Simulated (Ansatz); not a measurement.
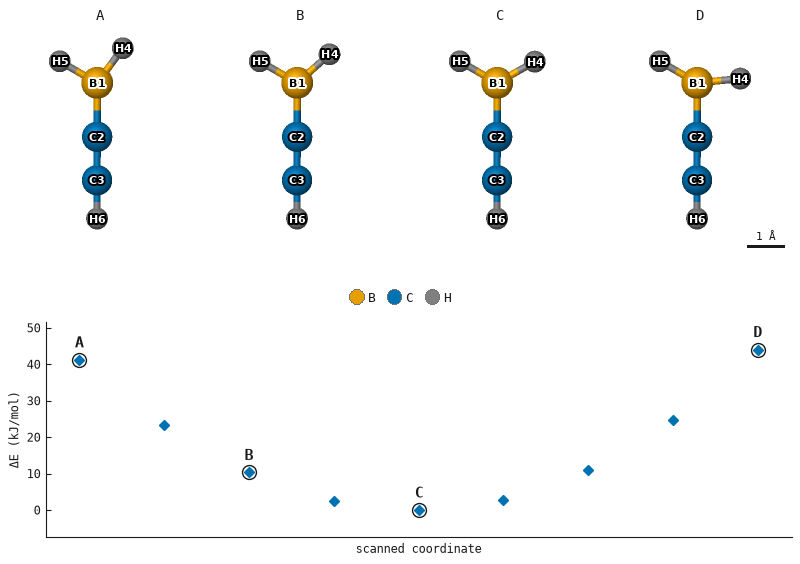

Frames of a one-coordinate scan of C2H3B. The picture is a ball-and-stick view, seen onto the plane of the angle.

Level of theory: CCSD(T) (def2-TZVPP, Ansatz), on geometries moved rigidly from the minimum at PBE0-D4/def2-TZVP. Coupled cluster with a frozen core. Energies are counted from the PBE0-D4/def2-TZVP minimum geometry at the same level.

Which coordinate changes from frame to frame?

Answer. The H4–B1–H5 angle is varied, with the rest of the molecule carried along rigidly. In the frames the angle is 96.2° (A), 108.2° (B), 120.2° (C), 144.2° (D). The lowest computed point lies at the angle 120.2° (0.0 kJ/mol). The curvature at the lowest point is about 5 eV/rad².
